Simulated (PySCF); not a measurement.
Excited-state calculation of SnH$_{2}$O$_{2}$ (part 1 of 3)

The run: excited-state calculation of SnH$_{2}$O$_{2}$, SMILES [OH][Sn][OH]. Method and program: NEVPT2/def2-mTZVP, RHF, core potentials def2-svp (PySCF 2.14.0).

The geometry comes from this level: PBE0-D4/def2-TZVP. Figures and captions count atoms from 1; the log counts them from 0 in places.

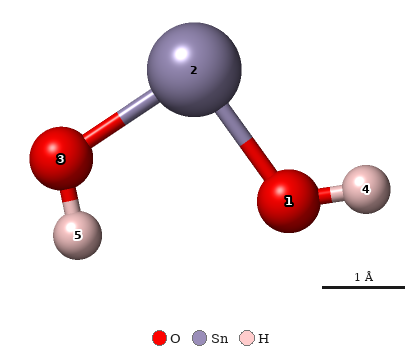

**Figure 1.** The structure as given in the input (ball-and-stick view, seen on its broad side; atoms are numbered from 1 in the order of the input). Sticks mark near contacts.

## Key numbers

| quantity | value |
| --- | --- |
| outcome | converged |
| total energy | −364.943629 hartree |
| SCF energy | −364.344116 hartree |
| correlation energy | −0.599513 hartree |
| basis functions | 90 |
| HOMO of the SCF reference | −9.96 eV |
| LUMO of the SCF reference | 0.60 eV |
| hardware | 1 thread of Arm Neoverse V1, 24 GiB of memory available, shared host |
| wall time | 1.8 min |
| peak memory | 0.22 GiB |

## Input (input.py)
```python
# [OH][Sn][OH]
import numpy
from pyscf import gto, scf, mcscf, mrpt

mol = gto.Mole()
mol.atom = '''
O       -0.984300       0.177800      -0.613800
Sn      -0.153700      -0.943900       0.800900
O        1.561800       0.002900       0.636100
H       -1.901200      -0.005600      -0.831400
H        1.527200       0.695100      -0.033300
'''
mol.ecp = {'Sn': 'def2-svp'}
mol.spin = 0
mol.max_memory = 1860
mol.verbose = 4
mol.basis = 'def2-mtzvp'
mol.build()

mf = scf.RHF(mol)
mf = mf.density_fit(auxbasis='def2-universal-jkfit')
mf.kernel()

cas = mcscf.CASSCF(mf, 9, 8)
cas.fix_spin_(ss=0.0)
cas = cas.state_average_([1 / 3] * 3)
cas.kernel()
ci2 = mcscf.CASCI(mf, cas.ncas, cas.nelecas)
ci2.fix_spin_(ss=0.0)
ci2.fcisolver.nroots = 3
ci2.kernel(cas.mo_coeff)
states = [ci2.e_tot[i] + mrpt.NEVPT(ci2, root=i).kernel() for i in range(3)]
etot = states[0]
print('E(%s) = %.9f' % ('NEVPT2', etot))

roots = (numpy.array(states[1:]) - states[0]) * 27.211386
print('state  energy (Eh)  excitation (eV)')
for i, e in enumerate(states):
    print('%3d %16.8f %9.4f' % (i, e, (e - states[0]) * 27.211386))
```

Launch command:
```bash
OMP_NUM_THREADS=1 python input.py
```

## Log
```
PySCF version 2.14.0

[INPUT] num. atoms = 5
[INPUT] num. electrons = 40
[INPUT] charge = 0
[INPUT] spin (= nelec alpha-beta = 2S) = 0
[INPUT] symmetry False subgroup None
[INPUT] Mole.unit = angstrom
[INPUT] Symbol           X                Y                Z      unit          X                Y                Z       unit  Magmom
[INPUT]  1 O     -0.984300000000   0.177800000000  -0.613800000000 AA   -1.860057424409   0.335993304948  -1.159913895258 Bohr   0.0
[INPUT]  2 Sn    -0.153700000000  -0.943900000000   0.800900000000 AA   -0.290450905346  -1.783712488977   1.513481653164 Bohr   0.0
[INPUT]  3 O      1.561800000000   0.002900000000   0.636100000000 AA    2.951374261346   0.005480205761   1.202054787836 Bohr   0.0
[INPUT]  4 H     -1.901200000000  -0.005600000000  -0.831400000000 AA   -3.592747308023  -0.010582466298  -1.571118299963 Bohr   0.0
[INPUT]  5 H      1.527200000000   0.695100000000  -0.033300000000 AA    2.885989737436   1.313548629185  -0.062927879948 Bohr   0.0

nuclear repulsion = 127.037901345498
number of shells = 40
number of NR pGTOs = 165
number of NR cGTOs = 90
basis = def2-mtzvp
ecp = {'Sn': 'def2-svp'}

******** <class 'pyscf.df.df_jk.DFRHF'> ********
method = DFRHF
initial guess = minao
damping factor = 0
level_shift factor = 0
DIIS = <class 'pyscf.scf.diis.CDIIS'>
diis_start_cycle = 1
diis_space = 8
diis_damp = 0
SCF conv_tol = 1e-09
SCF conv_tol_grad = None
SCF max_cycles = 50
direct_scf = False
Set gradient conv threshold to 3.16228e-05
Initial guess from minao.
******** <class 'pyscf.df.df.DF'> ********
auxbasis = def2-universal-jkfit
init E= -326.715144512937
  HOMO = -0.76016923497151  LUMO = -0.490168446767594  gap/eV = 7.34710
cycle= 1 E= -363.838572310972  delta_E= -37.1  |g|= 2.04  |ddm|= 31.3
  HOMO = -0.234542943143051  LUMO = 0.083086549176763  gap/eV = 8.64314
cycle= 2 E= -364.252816589202  delta_E= -0.414  |g|= 0.867  |ddm|= 4.37
  HOMO = -0.364645893202599  LUMO = 0.0233280869443746  gap/eV = 10.55731
cycle= 3 E= -364.341376417697  delta_E= -0.0886  |g|= 0.118  |ddm|= 0.916
  HOMO = -0.363881472533041  LUMO = 0.0222911680638944  gap/eV = 10.50829
cycle= 4 E= -364.343660225422  delta_E= -0.00228  |g|= 0.0466  |ddm|= 0.163
  HOMO = -0.365502384242049  LUMO = 0.0223777592620493  gap/eV = 10.55476
cycle= 5 E= -364.344072570214  delta_E= -0.000412  |g|= 0.0085  |ddm|= 0.0404
  HOMO = -0.366113891801067  LUMO = 0.021948884947232  gap/eV = 10.55973
cycle= 6 E= -364.344114853149  delta_E= -4.23e-05  |g|= 0.00134  |ddm|= 0.029
  HOMO = -0.366181992352235  LUMO = 0.0218646138784315  gap/eV = 10.55929
cycle= 7 E= -364.344116180797  delta_E= -1.33e-06  |g|= 0.000469  |ddm|= 0.0038
  HOMO = -0.366133488055844  LUMO = 0.0218835850785801  gap/eV = 10.55848
cycle= 8 E= -364.344116338422  delta_E= -1.58e-07  |g|= 0.000242  |ddm|= 0.00107
  HOMO = -0.366125973440095  LUMO = 0.0218852760953112  gap/eV = 10.55832
cycle= 9 E= -364.344116358713  delta_E= -2.03e-08  |g|= 6.22e-05  |ddm|= 0.000283
  HOMO = -0.366125707207843  LUMO = 0.021880610282647  gap/eV = 10.55819
cycle= 10 E= -364.344116361537  delta_E= -2.82e-09  |g|= 1.69e-05  |ddm|= 0.000119
  HOMO = -0.366123899011715  LUMO = 0.0218802969309024  gap/eV = 10.55813
cycle= 11 E= -364.344116361797  delta_E= -2.6e-10  |g|= 4.28e-06  |ddm|= 3.94e-05
  HOMO = -0.366123511452709  LUMO = 0.0218803827239853  gap/eV = 10.55812
```

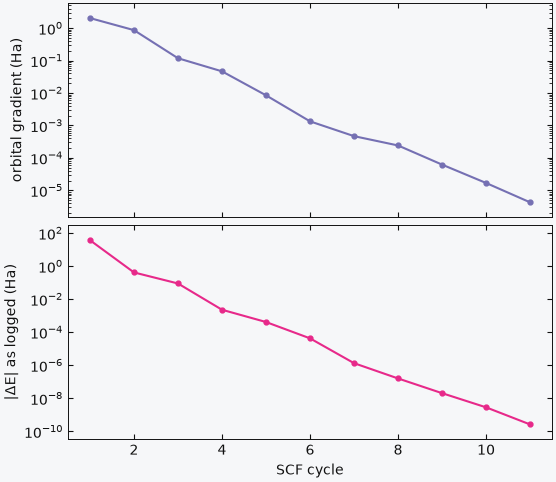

**Figure 2.** Convergence of the self-consistent field: orbital gradient and size of the energy change against the SCF cycle. The residual falls at every step.

```
Extra cycle  E= -364.344116361809  delta_E= -1.19e-11  |g|= 2.16e-06  |ddm|= 7.33e-06
converged SCF energy = -364.344116361809

******** <class 'pyscf.mcscf.addons.StateAverageDFCASSCF'> ********
CAS (4e+4e, 9o), ncore = 16, nvir = 65
max_cycle_macro = 50
max_cycle_micro = 4
conv_tol = 1e-07
conv_tol_grad = None
orbital rotation max_stepsize = 0.02
orbital rotation threshold for CI restart = 0.01
augmented hessian ah_max_cycle = 30
augmented hessian ah_conv_tol = 1e-12
augmented hessian ah_linear dependence = 1e-14
augmented hessian ah_level shift = 1e-08
augmented hessian ah_start_tol = 2.5
augmented hessian ah_start_cycle = 3
augmented hessian ah_grad_trust_region = 3
kf_trust_region = 3
kf_interval = 4
ci_response_space = 4
ci_grad_trust_region = 3
with_dep4 0
natorb = False
canonicalization = True
sorting_mo_energy = False
ao2mo_level = 2
internal_rotation = False
******** <class 'pyscf.mcscf.addons.StateAverageSpinPenaltyFCISolver'> ********
max. cycles = 50
conv_tol = 1e-08
davidson only = True
linear dependence = 1e-12
level shift = 0.001
max iter space = 12
nroots = 3
pspace_size = 400
spin = None
State-average over 3 states with weights [0.3333333333333333, 0.3333333333333333, 0.3333333333333333]
DFCASCI/DFCASSCF: density fitting for JK matrix and 2e integral transformation
CASCI E = -364.201286306058  S^2 = 0.0000000
Set conv_tol_grad to 0.000316228
macro iter   1 ( 21 JK    4 micro), CASSCF E = -364.234068411243  dE = -3.27821052e-02  S^2 = 0.0000000
               |grad[o]|=0.128  |ddm|=0.213  |maxRot[o]|= 0.27
macro iter   2 ( 21 JK    4 micro), CASSCF E = -364.252309471054  dE = -1.82410598e-02  S^2 = 0.0000000
               |grad[o]|=0.0797  |ddm|=0.0462  |maxRot[o]|=0.298
macro iter   3 ( 21 JK    4 micro), CASSCF E = -364.266340450610  dE = -1.40309796e-02  S^2 = 0.0000000
               |grad[o]|=0.0514  |ddm|=0.0288  |maxRot[o]|=0.309
macro iter   4 ( 21 JK    4 micro), CASSCF E = -364.279366237960  dE = -1.30257874e-02  S^2 = 0.0000000
               |grad[o]|=0.0368  |ddm|=0.053  |maxRot[o]|=0.303
macro iter   5 ( 21 JK    4 micro), CASSCF E = -364.286410164628  dE = -7.04392667e-03  S^2 = 0.0000000
               |grad[o]|=0.0337  |ddm|=0.0863  |maxRot[o]|=0.234
macro iter   6 ( 21 JK    4 micro), CASSCF E = -364.295691185153  dE = -9.28102053e-03  S^2 = 0.0000000
               |grad[o]|=0.0287  |ddm|=0.0269  |maxRot[o]|=0.307
macro iter   7 ( 21 JK    4 micro), CASSCF E = -364.302934257347  dE = -7.24307219e-03  S^2 = 0.0000000
               |grad[o]|=0.023  |ddm|=0.0212  |maxRot[o]|=0.306
macro iter   8 ( 14 JK    4 micro), CASSCF E = -364.303917962677  dE = -9.83705330e-04  S^2 = 0.0000000
               |grad[o]|=0.00881  |ddm|=0.0313  |maxRot[o]|=0.105
macro iter   9 ( 13 JK    4 micro), CASSCF E = -364.303952681268  dE = -3.47185901e-05  S^2 = 0.0000000
               |grad[o]|=0.00317  |ddm|=0.0129  |maxRot[o]|=0.00982
macro iter  10 ( 12 JK    4 micro), CASSCF E = -364.303956144401  dE = -3.46313305e-06  S^2 = 0.0000000
               |grad[o]|=0.000951  |ddm|=0.00414  |maxRot[o]|=0.00264
macro iter  11 (  6 JK    2 micro), CASSCF E = -364.303956409047  dE = -2.64645905e-07  S^2 = 0.0000000
               |grad[o]|=0.000349  |ddm|=0.000469  |maxRot[o]|=0.000488
macro iter  12 (  7 JK    2 micro), CASSCF E = -364.303956501692  dE = -9.26459052e-08  S^2 = 0.0000000
               |grad[o]|=0.000206  |ddm|=0.000259  |maxRot[o]|=0.000315
1-step CASSCF converged in  12 macro (199 JK  44 micro) steps
CASSCF canonicalization
Density matrix diagonal elements [1.9410362  1.88757477 1.72576491 1.65668311 0.66961882 0.0334823
 0.03348349 0.01856142 0.03379498]
CASSCF energy = -364.303956501692
CASCI E = -364.303956501692  E(CI) = -13.8352032990664  S^2 = 0.0000000
CASCI state-averaged energy = -364.303956501692
CASCI energy for each state
  State 0 weight 0.333333  E = -364.438213648283 S^2 = 0.0000000
  State 1 weight 0.333333  E = -364.249143637931 S^2 = 0.0000000
  State 2 weight 0.333333  E = -364.224512218864 S^2 = 0.0000000

******** <class 'pyscf.mcscf.df.DFCASCI'> ********
CAS (4e+4e, 9o), ncore = 16, nvir = 65
natorb = False
canonicalization = True
sorting_mo_energy = False
******** <class 'pyscf.fci.addons.SpinPenaltyFCISolver'> ********
max. cycles = 200
conv_tol = 1e-08
davidson only = True
linear dependence = 1e-12
level shift = 0.001
max iter space = 12
nroots = 3
pspace_size = 400
spin = None
DFCASCI/DFCASSCF: density fitting for JK matrix and 2e integral transformation

WARN: Mulitple states found in CASCI solver. First state is used to compute the Fock matrix and natural orbitals in active space.

Density matrix diagonal elements [1.97027032 1.96202569 1.96546679 1.9708953  0.02813492 0.02780915
 0.02853824 0.02254189 0.02431772]
CASCI converged
CASCI state   0  E = -364.438213646365  E(CI) = -13.9694604437401  S^2 = 0.0000000
CASCI state   1  E = -364.249143633502  E(CI) = -13.7803904308764  S^2 = 0.0000000
CASCI state   2  E = -364.224512238239  E(CI) = -13.7557590356137  S^2 = 0.0000000

******** <class 'pyscf.mrpt.nevpt2.NEVPT'> ********
NEVPT2 (4e+4e, 9o), ncore = 16, nvir = 65
root = 0
Natural occ [1.97450689e+00 1.97258364e+00 1.97189681e+00 1.96927363e+00
 3.72377779e-02 2.84142589e-02 2.67643409e-02 1.80185738e-02
 1.30407889e-03]
Natural orbital (expansion on meta-Lowdin AOs) in CAS space

WARN: Weak orthogonality for localized orbitals 3.825756863633785e-09

               #1        #2        #3        #4        #5
0 O 1s           0.00002  -0.00004   0.00001   0.00003   0.00000
0 O 2s           0.00017  -0.03966   0.01475   0.00033   0.00041
0 O 3s          -0.00010  -0.01331  -0.05888  -0.00021  -0.00141
0 O 4s           0.00009   0.00685   0.01296  -0.00051   0.00111
0 O 5s          -0.00004   0.00028   0.00377   0.00022  -0.00020
0 O 2px         -0.12763   0.02543   0.04771   0.25877   0.05463
0 O 2py          0.28337  -0.04998   0.65953  -0.57422  -0.12126
0 O 2pz          0.29907   0.05809  -0.60409  -0.60884  -0.12787
0 O 3px          0.01965   0.04260   0.02900  -0.02549   0.15856
0 O 3py         -0.04347   0.01184  -0.08623   0.05738  -0.35183
0 O 3pz         -0.04565   0.00470   0.09388   0.06102  -0.36862
0 O 4px         -0.00130  -0.01176   0.00015  -0.00521   0.02694
0 O 4py          0.00251  -0.00607  -0.02335   0.01157  -0.06028
0 O 4pz          0.00182   0.00091   0.02205   0.01419  -0.06700
0 O 3dxy         0.00608   0.00835  -0.00688   0.00621   0.02692
0 O 3dyz        -0.00127  -0.00843   0.02654   0.00885   0.00263
0 O 3dz^2        0.02095   0.00593  -0.00471  -0.01800   0.05536
0 O 3dxz        -0.00298  -0.01967   0.00610   0.01694   0.00615
0 O 3dx2-y2      0.01041  -0.02023   0.01537  -0.02154   0.01590
0 O 4dxy         0.02622   0.02351   0.00099   0.00221   0.06535
0 O 4dyz         0.00451  -0.02370   0.01104   0.00771   0.00948
0 O 4dz^2        0.05045   0.00982  -0.00479  -0.02447   0.13100
0 O 4dxz         0.00560  -0.04395   0.00062   0.01729   0.00898
0 O 4dx2-y2      0.01360  -0.04281   0.00787  -0.02438   0.04092
1 Sn 4s         -0.00000  -0.00094   0.00308  -0.00000  -0.00000
1 Sn 5s          0.00013   0.09023   0.29765  -0.00022   0.00007
1 Sn 6s          0.00051   0.07615   0.08375   0.00044   0.00042
1 Sn 7s          0.00023   0.00320   0.01464   0.00023   0.00010
1 Sn 8s         -0.00025  -0.01987  -0.01646  -0.00022  -0.00013
1 Sn 9s          0.00013   0.01405   0.00316   0.00014   0.00007
1 Sn 4px         0.00702   0.00201   0.00088  -0.00243   0.00910
1 Sn 4py        -0.00844  -0.04476   0.01488   0.00290  -0.01698
1 Sn 4pz        -0.01861   0.02881   0.02945   0.00647  -0.03768
1 Sn 5px         0.04564   0.01892   0.08910  -0.01573   0.08936
1 Sn 5py         0.00071   0.02109  -0.01011  -0.00013  -0.00557
1 Sn 5pz        -0.00160   0.00840   0.00581   0.00003   0.01238
1 Sn 6px         0.02280   0.01012   0.02829  -0.00905   0.06118
1 Sn 6py         0.05636   0.14415  -0.02120  -0.02363   0.17469
1 Sn 6pz        -0.12546   0.12741   0.13793   0.05013  -0.38511
1 Sn 7px         0.12423   0.05540   0.12411  -0.05055   0.39024
1 Sn 7py         0.00584   0.07157  -0.03142   0.00167  -0.00465
1 Sn 7pz         0.01112  -0.03903  -0.04724  -0.00181  -0.00879
1 Sn 8px        -0.00110  -0.00203  -0.03829  -0.00195   0.02897
1 Sn 8py        -0.00239  -0.01974   0.00327   0.00105   0.00005
1 Sn 8pz        -0.00535   0.01027   0.00768   0.00221  -0.00051
1 Sn 4dxy       -0.00974  -0.00803  -0.08795  -0.01054  -0.00319
1 Sn 4dyz       -0.01826   0.07319  -0.02257   0.03194  -0.02423
1 Sn 4dz^2      -0.02340  -0.03194   0.08276  -0.02028  -0.00961
1 Sn 4dxz       -0.02672  -0.06028  -0.00802  -0.00553  -0.01708
1 Sn 4dx2-y2    -0.00098  -0.00570   0.00166  -0.00648   0.00001
1 Sn 5dxy       -0.00339  -0.00279  -0.01405  -0.00484   0.00127
1 Sn 5dyz       -0.00662   0.01126  -0.00022   0.01288  -0.00229
1 Sn 5dz^2      -0.00840   0.00063   0.01953  -0.00774   0.00094
1 Sn 5dxz       -0.00959  -0.01259  -0.00929  -0.00173  -0.00012
1 Sn 5dx2-y2     0.00880   0.00453   0.01107   0.02927  -0.01549
1 Sn 6dxy        0.00193  -0.01040  -0.04937   0.00856   0.00691
1 Sn 6dyz       -0.00456   0.02006  -0.01269  -0.00786   0.07784
1 Sn 6dz^2       0.00403  -0.01119   0.00054   0.01747   0.02627
1 Sn 6dxz       -0.00217   0.01297  -0.02617  -0.01249  -0.05149
1 Sn 6dx2-y2     0.00200   0.03256  -0.00455   0.01152  -0.01262
2 O 1s          -0.00002   0.00004   0.00014  -0.00005   0.00001
2 O 2s          -0.00028   0.22701   0.01598  -0.00089   0.00002
2 O 3s           0.00003  -0.07100  -0.03063   0.00033   0.00024
2 O 4s           0.00032   0.01350   0.00270   0.00081   0.00007
2 O 5s          -0.00012   0.00526   0.00321  -0.00035  -0.00003
2 O 2px         -0.25564   0.85134  -0.00090  -0.13791   0.04841
2 O 2py          0.56804   0.32015   0.00280   0.30034  -0.10715
2 O 2pz          0.60098   0.05807  -0.00311   0.31882  -0.11319
2 O 3px          0.03025  -0.09685  -0.03378   0.00975   0.13853
2 O 3py         -0.06674  -0.03685  -0.00124  -0.01891  -0.30895
2 O 3pz         -0.07070  -0.00416  -0.01327  -0.01978  -0.32785
2 O 4px          0.00149  -0.02742  -0.00050   0.00564   0.02582
2 O 4py         -0.00167  -0.01221  -0.00660  -0.00778  -0.05738
2 O 4pz         -0.00207  -0.00027   0.00565  -0.00914  -0.06053
2 O 3dxy        -0.02578  -0.01292   0.00160  -0.00433  -0.02979
2 O 3dyz        -0.01121  -0.01404  -0.01368  -0.00172  -0.01548
2 O 3dz^2       -0.02183   0.02167   0.00615  -0.01209  -0.00990
2 O 3dxz        -0.02239  -0.01756  -0.00998  -0.00184  -0.03347
2 O 3dx2-y2      0.01171  -0.04253  -0.01691  -0.00105   0.02451
2 O 4dxy        -0.03624   0.00132   0.01002   0.00525  -0.09236
2 O 4dyz        -0.01926  -0.01792  -0.03312   0.00385  -0.04917
2 O 4dz^2       -0.01289   0.01030   0.01140  -0.00621  -0.03023
2 O 4dxz        -0.04079  -0.01472  -0.02706   0.01052  -0.10597
2 O 4dx2-y2      0.02994  -0.03031  -0.03904  -0.01029   0.07696
3 H 1s           0.00018  -0.01597  -0.01928   0.00047  -0.00018
3 H 2s          -0.00068  -0.02239   0.01564  -0.00021  -0.00088
3 H 3s           0.00003   0.00519  -0.00490   0.00035  -0.00026
4 H 1s          -0.00029   0.00746   0.04431  -0.00084   0.00000
4 H 2s          -0.00019   0.03457   0.01313   0.00039  -0.00082
```
